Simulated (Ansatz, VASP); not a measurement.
**AlN in two plane-wave programs**

Aim: how closely do two programs agree when they are given the same cell, functional and k mesh?

Main program and level: Ansatz 0.2.0; plane waves, with VASP 6.6.1 beside it; dielectric response at LDA.

## (1) The structure

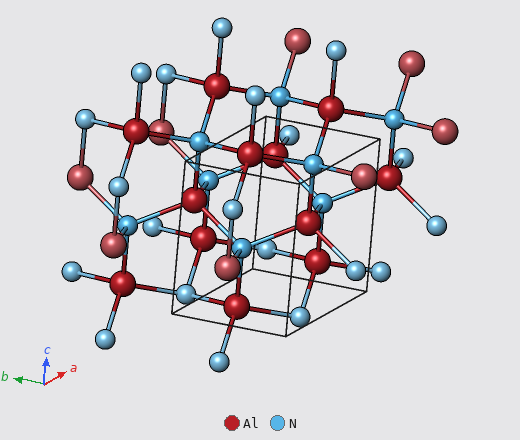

The cell as given, from a free direction (aluminium red, nitrogen blue). 2×2×1 cells are drawn. Some periodic images of atoms are drawn too.

## (2) Ansatz: dielectric response, LDA

Ansatz runs on its default PAW (the set named soft_2) files.

The response to a field tests empty states and converges slowly with the mesh.

Input file input.yaml:

```yaml
crystal:
  lattice:
    - [3.112, 0.0, 0.0]
    - [-1.556, 2.695071057, 0.0]
    - [0.0, 0.0, 4.982]
  atoms:
    - { symbol: Al, position: [0.3333333333, 0.6666666667, 0.0] }
    - { symbol: Al, position: [0.6666666667, 0.3333333333, 0.5] }
    - { symbol: "N", position: [0.3333333333, 0.6666666667, 0.382] }
    - { symbol: "N", position: [0.6666666667, 0.3333333333, 0.882] }
hamiltonian:
  xc: lda
  pseudopotentials: { kind: paw }
kpoints:
  mp_grid: { grid: [8, 8, 5] }
scf:
  occupations: { method: fixed }
dielectric:
  method: response
```

The run is started by

```sh
$ ansatz run input.yaml --threads 2 --pin off --max-ram 4608MiB --backend cpu --events-out ev --progress --plain --runs-dir out
```

Numbers of over 12 decimals in the logs are rounded to 6 here.

Log:

```text
Engine: ansatz 0.2.0, aarch64-unknown-linux-gnu
Pseudopotentials: kind: paw
Pseudopotential: Al, paw, valence charge 3, recommended cutoff 420 eV (normal), Al.paw.azcp
Pseudopotential: N, paw, valence charge 5, recommended cutoff 420 eV (normal), N.paw.azcp
Functional definition: SPW92
  exchange = slater_x
  correlation = pw_c
Crystal: 4 atoms, lattice volume = 41.784 Å³
Basis set: ecut = 420 eV, 809 PW (Γ), exchange–correlation on 48×48×72 points (8 copies of the dense FFT grid, shifted against one another)
Bands: 12, of which v1, the nominal top of the filled ones, is band 8 counted from 1 (7 counted from 0)
Symmetry: 12 space group operations
k-points: 93 of 320 (irreducible under 2 space group operations, time reversal used)
Non-local potential: Al, projectors of the file, l = 0: 2, l = 1: 2, l = 2: 1
Non-local potential: N, projectors of the file, l = 0: 2, l = 1: 2, l = 2: 1
PAW form: soft (Blöchl's): semilocal exchange-correlation on the pseudo side does not see the compensation charge
PAW frozen core: Al, regenerated for the run's functional, and the local potential with it (the file was generated under x = pbe(κ = 0.804, μ = 0.219515), c = pbe(β = 0.066725))
PAW frozen core: N, regenerated for the run's functional, and the local potential with it (the file was generated under x = pbe(κ = 0.804, μ = 0.219515), c = pbe(β = 0.066725))
PAW one-centre angular grid: Al, 110 points (default); XC on 64 Gauss nodes
PAW one-centre angular grid: N, 110 points (default); XC on 64 Gauss nodes
Initial density: superposition of atomic densities (neutral atoms: chi_scale 0, normalization atom), corrected by the library's trained network
Initial wavefunctions: pseudopotential atomic-orbital guess
Functional: x = slater, c = lda
SCF iter   1: F=—  HF=-1779.713039 eV  |F-HF|=—  |Δ(HF+E_count)|=         —  Δρ=9.30e-3  dr2=4.17e-2  ethr=1.77e-3  ⟨swp⟩=4.9  Hψ=6203  notcnv=0  defer=170
preconditioner: auto → none  [insulator: Δε(μ)=4.136 eV  Ē_g=12.899 eV  n_scr=2 (ndim 8)  ℏωp=23.0 eV  f_vac=0.000  ε∞_Penn≈4.2]
SCF iter   2: F=—  HF=-1779.702343 eV  |F-HF|=—  |Δ(HF+E_count)|=   1.07e-2  Δρ=5.07e-3  dr2=6.17e-3  ethr=2.60e-4  ⟨swp⟩=2.6  Hψ=2644  notcnv=0  defer=186
SCF iter   3: F=—  HF=-1779.700347 eV  |F-HF|=—  |Δ(HF+E_count)|=   2.00e-3  Δρ=1.48e-3  dr2=3.90e-4  ethr=3.86e-5  ⟨swp⟩=2.0  Hψ=1869  notcnv=0  defer=186
SCF iter   4: F=—  HF=-1779.700161 eV  |F-HF|=—  |Δ(HF+E_count)|=   1.86e-4  Δρ=1.19e-4  dr2=2.34e-6  ethr=2.44e-6  ⟨swp⟩=2.5  Hψ=1914  notcnv=0  defer=186
SCF iter   5: F=—  HF=-1779.700161 eV  |F-HF|=—  |Δ(HF+E_count)|=   3.69e-7  Δρ=6.84e-6  dr2=7.34e-9  ethr=1.46e-8  ⟨swp⟩=2.1  Hψ=1863  notcnv=0  defer=8
SCF iter   6: F=—  HF=-1779.700161 eV  |F-HF|=—  |Δ(HF+E_count)|=   2.22e-7  Δρ=7.49e-7  dr2=1.15e-10  ethr=4.59e-11  ⟨swp⟩=2.0  Hψ=1795  notcnv=0  defer=2
SCF iter   7: F=-1779.700161 eV  HF=-1779.700161 eV  |F-HF|=2.96e-12  |Δ(HF+E_count)|=  1.25e-11  Δρ=1.31e-7  dr2=4.94e-12  ethr=1.00e-12  ⟨swp⟩=3.0  Hψ=3807  notcnv=0
SCF 1 converged in 7 iterations: F = -1779.700161 eV  dr2 = 4.94e-12
  greatest PAW one-centre occupation: 0.780 electrons in one spin orbital (limit 2), on the N atom at site 3 (counted from 0), in its partial waves of l = 0
NSCF: frozen V_eff on 5 k-points
DFPT response loops at Γ: preconditioner auto → none (the input reference at scf.mixing.eps_inf says where Resta's filter doesn't serve); β = 0.50; Broyden in place of MSR1
── the response to a field inside a basis, on 8×8×6 k-points: an SCF that follows is theirs, and a resumed run solves both again ──
Bands: 9, of which v1, the nominal top of the filled ones, is band 8 counted from 1 (7 counted from 0)
k-points: 60 of 384 (irreducible under 4 space group operations, time reversal used)
Initial density: handed on by an earlier stage of this run
Initial wavefunctions: pseudopotential atomic-orbital guess (no wavefunctions were taken with the density)
Eigensolver: Dense (60 Hₖ)
SCF iter   1: F=—  HF=-1779.705840 eV  |F-HF|=—  |Δ(HF+E_count)|=         —  Δρ=5.60e-4  dr2=1.95e-5  ethr=1.00e-1
preconditioner: auto → none  [insulator: Δε(μ)=4.690 eV  Ē_g=11.064 eV  n_scr=2 (ndim 8)  ℏωp=23.0 eV  f_vac=0.000  ε∞_Penn≈5.3]
SCF iter   2: F=—  HF=-1779.705839 eV  |F-HF|=—  |Δ(HF+E_count)|=   5.53e-7  Δρ=2.64e-4  dr2=5.54e-6  ethr=1.22e-7
SCF iter   3: F=—  HF=-1779.705840 eV  |F-HF|=—  |Δ(HF+E_count)|=   9.52e-7  Δρ=1.01e-4  dr2=1.68e-6  ethr=3.46e-8
SCF iter   4: F=-1779.705840 eV  HF=-1779.705840 eV  |F-HF|=7.41e-10  |Δ(HF+E_count)|=   3.59e-7  Δρ=8.05e-6  dr2=7.47e-9  ethr=1.05e-8
SCF 1 converged in 4 iterations: F = -1779.705840 eV  dr2 = 7.47e-9
DFPT response loops at Γ: mixed as the last ones told, above
SCF converged after 7 iterations
Free energy (F): -1779.700161 eV
Harris-Foulkes:  -1779.700161 eV  (|F-HF|=2.96e-12)
Internal energy: -1779.700161 eV  (E = F + TS)
E sigma→0 (E₀):  -1779.700161 eV
Fermi energy:    6.857429 eV
--- Per-component energies (eV) ---
  E_band       = 26.309714
  E_kinetic    = 317.502361
  E_local      = -449.398334  (includes V_loc(G=0)·N_el)
  E_nonlocal   = 114.806486
  E_hartree    = 153.809495
  E_xc         = -201.063410
  E_vxc        = -215.019540  (∫ρ·V_xc dr)
  E_paw        = -1123.870389  (= ΣΔE_a)
  E_vpaw       = -49.200441  (= ΣTr[D̂ρ^β])
  E_aug_tail   = 0.000181  (compensation charges beyond the density's cutoff)
  E_ewald      = -591.758073
  E_core_change = 0.271521  (= ΣΔE_core)
  E_smearing   = -0.000000  (= −TS)
  E_closure    = -0.000000  (closes the sum)
  Σ components = -1779.700161   (vs F -1779.700161, Δ=0.00e0)
--- Band table (eV; the first three rows and the last of 93) ---
  k-point 0: bands = [... 4 lower, 5.9820, 6.6353, 6.6353, 6.8574, 11.0714, 13.3980, 17.3284, 17.8072]
  k-point 1: bands = [... 4 lower, 6.0411, 6.0411, 6.5692, 6.5692, 11.7294, 13.4961, 17.0861, 17.7745]
  k-point 2: bands = [... 4 lower, 6.1988, 6.1988, 6.4005, 6.4005, 12.8414, 13.5048, 16.8357, 17.4234]
  k-point 92: bands = [... 4 lower, 3.6585, 4.1193, 5.4668, 6.0851, 13.2462, 13.5582, 15.5395, 15.9376]
--- Dielectric response (ions clamped): 3 representative field directions + reference, inside a basis on a mesh of 384 k-points (Σ response iterations 15) ---
  ε∞ (high-frequency dielectric tensor):
        4.438262     0.000000    -0.000000
       -0.000000     4.438262     0.000000
       -0.000000     0.000000     4.658921
  Born effective charges Z* (e; rows j = field, columns β = displacement):
    site 0:
         2.52939   -0.00000   -0.00000
        -0.00000    2.52939    0.00000
        -0.00000   -0.00000    2.68806
    site 1:
         2.52939   -0.00000   -0.00000
        -0.00000    2.52939    0.00000
        -0.00000   -0.00000    2.68806
    site 2:
        -2.52939   -0.00000   -0.00000
         0.00000   -2.52939   -0.00000
         0.00000   -0.00000   -2.68806
    site 3:
        -2.52939    0.00000    0.00000
         0.00000   -2.52939   -0.00000
        -0.00000    0.00000   -2.68806
  Z* charge neutrality: 1.588e-3 e pre-enforcement
  solved inside a basis spanned on kpoints, on 8×8×6 k-points, its susceptibility summed on 12×12×6: ε∞ is read to err by 1.6e-2, Z* by 1.2e-2 e (field_mesh: kpoints solves on kpoints); Z* is corrected for what the basis lacks
```

Run time: 35 s. Hardware: 2 threads of Arm Neoverse N1, shared host; peak memory 0.42 GiB; 68 s of CPU time.

In the SCF lines HF is the Harris–Foulkes energy and dr2 the Hartree energy of the density residual, in eV; the loop may stop once dr2 is under the threshold and the program's other checks hold. Hψ counts applications of the Hamiltonian.

[end of part 1 of 2]

[Lines on the potential files, build, host, timing and source positions are cut from VASP's logs without a mark.]

[Logs are printed without paths, hosts, clocks, repeated set-up lines and the standing remarks that a program may print on its own settings, such as how far it seeks lower states.]

[Hosts, paths, dates, database ids (printed as entryN), source tags and the programs' standing remarks are cut or masked in the printed files.]
